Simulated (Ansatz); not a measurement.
# AlSiH (triplet): correlated methods under varied settings at distance Al2–H3 = 1.794 Å

Aim: run AlSiH (triplet) at one geometry under a spread of methods and options, and see what each costs and gives.

Program: Ansatz 0.2.0, Gaussian basis. Level of theory: the settings change from run to run. These are calculated values, not measurements.

22 further runs of the same task are left out: 3 for a mislabelled method, 1 for a known fault of the program, 13 that didn't finish, 5 set aside as unsound or not needed.

### 1 What is computed

The geometry derives from a PBE0/def2-TZVP stationary point (not a proven minimum). One bond is set to the value named and the two fragments are kept rigid.

3 atoms, charge 0, spin multiplicity 3.

Atoms are counted from 1 here; the program's logs count them from 0.

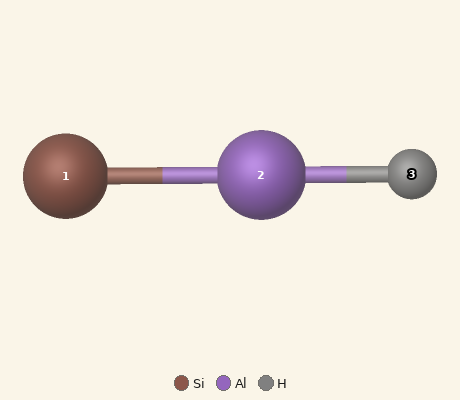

The geometry (silicon brown, aluminium purple, hydrogen grey); atoms are numbered from 1 in the order of the file.

### 2 CASCI(2,9)/6-31G

Contents of in.yaml:

```yaml
crystal:
  periodic: [false, false, false]
  atoms:
    - {symbol: Si, position_ang: [0.000000, 0.000000, 2.153645]}
    - {symbol: Al, position_ang: [0.000000, 0.000000, -0.179822]}
    - {symbol: H, position_ang: [0.000000, 0.000000, -1.973822]}
basis:
  gaussian: {orbitals: 6-31G}
magnetization: {spin_polarized: false, initial_magnetization: 2}
correlation: {active_space: {window: {electrons: 2, orbitals: 9}, fixed_orbitals: true, states: [{multiplicity: 3, weights: [1, 1, 1, 1]}]}}
```

On the command line:

```console
> ansatz run in.yaml --threads 1 --pin off --events-out ev --progress --plain --max-ram 2393MiB
```

The program printed:

```text
Functional definition: HF
  name "HF"
  cite "Fock, Z. Phys. 61, 126 (1930) doi:10.1007/BF01340294"
  parent pbe
  exchange = exact_x
  correlation = 0
543 factors; integrals over basis functions are off by at most 6.8e-8 eV
mean field evaluation 1: about -14456.4480 eV, gradient 6.5e0 eV
mean field evaluation 2: about -14456.4506 eV, gradient 6.5e0 eV
mean field evaluation 4: about -14456.8077 eV, gradient 4.5e-1 eV
mean field evaluation 8: about -14456.8095 eV, gradient 4.4e-4 eV
mean field -14456.80946632 eV, -531.2779487098 hartree, gradient 2.2e-6 eV, S^2 2.000000; 0 other end points of the search recorded, 0 dependent functions left out
reference -14456.80946632 eV, -531.2779487098 hartree; 15, 13 occupied and 13, 15 virtual orbitals, 543 factors
state -14456.90999678 eV, -531.2816431361 hartree
state -14453.97273598 eV, -531.1737007927 hartree
state -14453.97273598 eV, -531.1737007927 hartree
state -14453.86348988 eV, -531.1696860726 hartree
Total energy: -14454.67973966 eV, -531.1996826985 hartree
```

Run time: 0.3 s. Hardware: 1 thread of Arm Neoverse V1, shared host.

From the report: 18 determinants; active occupations (of the averaged states) 0.62, 0.62, 0.38, 0.38, 0.00, 0.00, 0.00, 0.00, 0.00.

### 3 MP2 on UHF/def2-SVPD

Contents of in.yaml:

```yaml
crystal:
  periodic: [false, false, false]
  atoms:
    - {symbol: Si, position_ang: [0.000000, 0.000000, 2.153645]}
    - {symbol: Al, position_ang: [0.000000, 0.000000, -0.179822]}
    - {symbol: H, position_ang: [0.000000, 0.000000, -1.973822]}
basis:
  gaussian: {orbitals: def2-SVPD}
magnetization: {spin_polarized: true, initial_magnetization: 2}
correlation: {method: mp2, electrons: valence}
output: {forces: true}
```

Launched as before.

The program printed, shortened:

```text
Functional definition: HF
  name "HF"
  cite "Fock, Z. Phys. 61, 126 (1930) doi:10.1007/BF01340294"
  parent pbe
[...]
521 factors; integrals over basis functions are off by at most 1.1e-3 eV
[...]
mean field -14453.91859457 eV, -531.1717111326 hartree, gradient 9.9e-6 eV, S^2 2.037017; 0 other end points of the search recorded, 0 dependent functions left out
10 core orbitals not correlated: weight in the atoms' cores, before any rotation towards them, 1.000 or more for the frozen orbitals, at most 0.000 for the correlated occupied ones
reference -14453.91859457 eV, -531.1717111326 hartree; 5, 3 occupied and 41, 43 virtual orbitals, 521 factors
second order -3.25574841 eV of doubles, -0.00000000 eV of singles
[...]
Total energy: -14457.17434298 eV, -531.2913576798 hartree
Atom 0 at     0.000000     0.000000     2.153645 Å, force    -0.000000     0.000000     0.111237 eV/Å
Atom 1 at     0.000000     0.000000    -0.179822 Å, force     0.000000    -0.000000    -1.977094 eV/Å
Atom 2 at     0.000000     0.000000    -1.973822 Å, force     0.000000    -0.000000     1.865857 eV/Å
Dipole moment:    -0.000000    -0.000000    -0.338506 e Å
```

Wall time 0.84 s (1 thread of Arm Neoverse V1, shared host).

From the report: ⟨S²⟩ of the determinant 2.037 (pure triplet: 2.00).

### 4 CASCI(8,7)/6-31G

Contents of in.yaml:

```yaml
crystal:
  periodic: [false, false, false]
  atoms:
    - {symbol: Si, position_ang: [0.000000, 0.000000, 2.153645]}
    - {symbol: Al, position_ang: [0.000000, 0.000000, -0.179822]}
    - {symbol: H, position_ang: [0.000000, 0.000000, -1.973822]}
basis:
  gaussian: {orbitals: 6-31G}
magnetization: {spin_polarized: false, initial_magnetization: 2}
correlation: {active_space: {window: {electrons: 8, orbitals: 7}, fixed_orbitals: true}}
scf: {lower_state_search: off}
output: {forces: true}
```

Launched as before.

The program printed, shortened:

```text
Functional definition: HF
  name "HF"
  cite "Fock, Z. Phys. 61, 126 (1930) doi:10.1007/BF01340294"
  parent pbe
[...]
310 factors; integrals over basis functions are off by at most 1.3e-4 eV
[...]
mean field -14456.80940964 eV, -531.2779466271 hartree, gradient 2.1e-6 eV, S^2 2.000000; 0 other end points of the search recorded, 0 dependent functions left out
reference -14456.80940964 eV, -531.2779466271 hartree; 15, 13 occupied and 13, 15 virtual orbitals, 310 factors
state -14457.12889273 eV, -531.2896874138 hartree
[...]
Total energy: -14457.12889273 eV, -531.2896874138 hartree
Atom 0 at     0.000000     0.000000     2.153645 Å, force    -0.000000    -0.000000     1.057308 eV/Å
Atom 1 at     0.000000     0.000000    -0.179822 Å, force    -0.000000     0.000000    -2.814725 eV/Å
Atom 2 at     0.000000     0.000000    -1.973822 Å, force     0.000000    -0.000000     1.757417 eV/Å
Dipole moment:     0.000000     0.000000    -0.383345 e Å
Checks for a lower state left out: starts, cluster_reference, orbital_swaps, neighbouring_geometries, increment
```

Run time: 0.36 s. Hardware: 1 thread of Arm Neoverse V1, shared host.

From the report: 296 determinants; active occupations 2.00, 1.99, 1.98, 0.99, 0.99, 0.02, 0.02.

### 5 CCSDT(Q)/B/STO-3G

Contents of in.yaml:

```yaml
crystal:
  periodic: [false, false, false]
  atoms:
    - {symbol: Si, position_ang: [0.000000, 0.000000, 2.153645]}
    - {symbol: Al, position_ang: [0.000000, 0.000000, -0.179822]}
    - {symbol: H, position_ang: [0.000000, 0.000000, -1.973822]}
basis:
  gaussian: {orbitals: STO-3G}
magnetization: {spin_polarized: true, initial_magnetization: 2}
hamiltonian: {xc: {name: B3LYP}}
correlation: {method: ccsdt_q_b, electrons: outside_noble_gas}
accuracy: high
```

Launched as before.

The program printed, shortened:

```text
Functional definition: B3LYP
  name "B3LYP"
  cite "Stephens, Devlin, Chabalowski & Frisch, J. Phys. Chem. 98, 11623 (1994) doi:10.1021/j100096a001"
  cite "Becke, Phys. Rev. A 38, 3098 (1988) doi:10.1103/PhysRevA.38.3098"
  cite "Lee, Yang & Parr, Phys. Rev. B 37, 785 (1988) doi:10.1103/PhysRevB.37.785"
  cite "Vosko, Wilk & Nusair, Can. J. Phys. 58, 1200 (1980) doi:10.1139/p80-159"
[...]
315 factors; integrals over basis functions are off by at most 1.2e-8 eV
[...]
mean field -14314.08433412 eV, -526.0328968440 hartree, gradient 1.3e-8 eV, S^2 2.002654; 0 other end points of the search recorded, 0 dependent functions left out
10 core orbitals not correlated: weight in the atoms' cores, before any rotation towards them, 0.999 or more for the frozen orbitals, at most 0.000 for the correlated occupied ones
reference -14285.33707727 eV, -524.9764546406 hartree; 5, 3 occupied and 4, 6 virtual orbitals, 315 factors
second order -1.78343283 eV of doubles, -0.22682768 eV of singles
cycle   1  -2.17035253 eV  change   -1.8e-1 eV  update   9.5e-2
[...]
cycle  29  -2.54501743 eV  change  -2.1e-10 eV  update  4.9e-10
perturbative correction -0.00691005 eV, -0.0002539395 hartree
Total energy: -14287.88900475 eV, -525.0702362455 hartree
```

It took 3.8 s on 1 thread of Arm Neoverse V1, shared host.

From the report: ⟨S²⟩ of the determinant 2.003 (pure triplet: 2.00); correlation -2.5519 eV; T1 0.016; largest double amplitude 0.13. The orbitals are Kohn-Sham ones, so correlation energy and T1 don't compare with those on Hartree-Fock orbitals.

### 6 CASSCF(2,10)/6-31G

Contents of in.yaml:

```yaml
crystal:
  periodic: [false, false, false]
  atoms:
    - {symbol: Si, position_ang: [0.000000, 0.000000, 2.153645]}
    - {symbol: Al, position_ang: [0.000000, 0.000000, -0.179822]}
    - {symbol: H, position_ang: [0.000000, 0.000000, -1.973822]}
basis:
  gaussian: {orbitals: 6-31G, point_charges: [{charge: -0.50, position_ang: [3.115, -0.041, -0.154]}]}
magnetization: {spin_polarized: false, initial_magnetization: 2}
correlation: {active_space: {window: {electrons: 2, orbitals: 10}}}
```

Same command.

The program printed:

```text
Functional definition: HF
  name "HF"
  cite "Fock, Z. Phys. 61, 126 (1930) doi:10.1007/BF01340294"
  parent pbe
  exchange = exact_x
  correlation = 0
310 factors; integrals over basis functions are off by at most 1.3e-4 eV
mean field evaluation 1: about -14456.8065 eV, gradient 7.0e0 eV
mean field evaluation 2: about -14456.8085 eV, gradient 7.0e0 eV
mean field evaluation 4: about -14457.1951 eV, gradient 9.8e-1 eV
mean field evaluation 8: about -14457.2017 eV, gradient 1.1e-3 eV
mean field -14457.20171910 eV, -531.2923637337 hartree, gradient 3.4e-6 eV, S^2 2.000000; 0 other end points of the search recorded, 0 dependent functions left out
reference -14457.20171910 eV, -531.2923637337 hartree; 15, 13 occupied and 13, 15 virtual orbitals, 310 factors
state -14457.34166677 eV, -531.2975067155 hartree
Total energy: -14457.34166677 eV, -531.2975067155 hartree
```

Run time: 8 s. Hardware: 1 thread of Arm Neoverse V1, shared host.

From the report: 100 determinants; active occupations 0.99, 0.99, 0.01, 0.01, 0.00, 0.00, 0.00, 0.00, 0.00, 0.00.

### 7 CCSD on ROHF/def2-mTZVP

Contents of in.yaml:

```yaml
crystal:
  periodic: [false, false, false]
  atoms:
    - {symbol: Si, position_ang: [0.000000, 0.000000, 2.153645]}
    - {symbol: Al, position_ang: [0.000000, 0.000000, -0.179822]}
    - {symbol: H, position_ang: [0.000000, 0.000000, -1.973822]}
basis:
  gaussian: {orbitals: def2-mTZVP}
magnetization: {spin_polarized: false, initial_magnetization: 2}
correlation: {method: ccsd, electrons: all}
accuracy: high
scf: {omitted_lower_state_checks: [cluster_reference]}
output: {forces: true}
```

Same command.

The program printed, shortened:

```text
Functional definition: HF
  name "HF"
  cite "Fock, Z. Phys. 61, 126 (1930) doi:10.1007/BF01340294"
  parent pbe
[...]
750 factors; integrals over basis functions are off by at most 3.9e-9 eV
[...]
mean field -14458.25244569 eV, -531.3309772238 hartree, gradient 2.6e-8 eV, S^2 2.000000; 0 other end points of the search recorded, 0 dependent functions left out
reference -14458.25244569 eV, -531.3309772238 hartree; 15, 13 occupied and 32, 34 virtual orbitals, 750 factors
second order -5.69924972 eV of doubles, -0.04781450 eV of singles
cycle   1  -6.23198424 eV  change   -4.8e-1 eV  update   8.1e-2
[...]
cycle  24  -6.52679250 eV  change  -9.9e-10 eV  update   2.1e-9
[...]
Total energy: -14464.77923820 eV, -531.5708324242 hartree
Atom 0 at     0.000000     0.000000     2.153645 Å, force    -0.000000    -0.000000     0.315308 eV/Å
Atom 1 at     0.000000     0.000000    -0.179822 Å, force     0.000000     0.000000    -1.820314 eV/Å
Atom 2 at     0.000000     0.000000    -1.973822 Å, force    -0.000000    -0.000000     1.505006 eV/Å
Dipole moment:    -0.000000    -0.000000    -0.296153 e Å
Checks for a lower state left out: cluster_reference
```

Wall time 25 s (1 thread of Arm Neoverse V1, shared host); peak memory 0.31 GiB.

From the report: correlation -6.5268 eV; T1 0.016; largest double amplitude 0.08.

### 8 The runs in one table

Where basis and cores are those of an earlier FCI/6-31G run (-14459.3182 eV), and the state is the same kind, the miss against it is given.

```csv
level,correlated,functions,energy (eV),from FCI (meV),time
"CASCI(2,9)/6-31G (mean of several states)",,28,-14454.6797,,0.3 s
MP2 on UHF/def2-SVPD,valence,56,-14457.1743,,0.84 s
"CASCI(8,7)/6-31G",,28,-14457.1289,2189.3,0.36 s
CCSDT(Q)/B/STO-3G (on B3LYP orbitals),outside noble gas,19,-14287.8890,,3.8 s
"CASSCF(2,10)/6-31G (beside a point charge)",,28,-14457.3417,,8 s
CCSD on ROHF/def2-mTZVP,all,47,-14464.7792,,25 s
```

### 9 Summary of results

| quantity | value |
| --- | --- |
| runs | 6 |
| quickest | CASCI(2,9)/6-31G (mean of several states), 0.3 s |
| slowest | CCSD on ROHF/def2-mTZVP, 25 s |

In words: Total energies in different bases, with other cores or another treatment of relativity can't be set against each other. CCSD on ROHF/def2-mTZVP took 83 times as long as CASCI(2,9)/6-31G (mean of several states); the jobs differ in more than the method. Hartree-Fock, CASSCF and CASCI lack dynamic correlation by design.
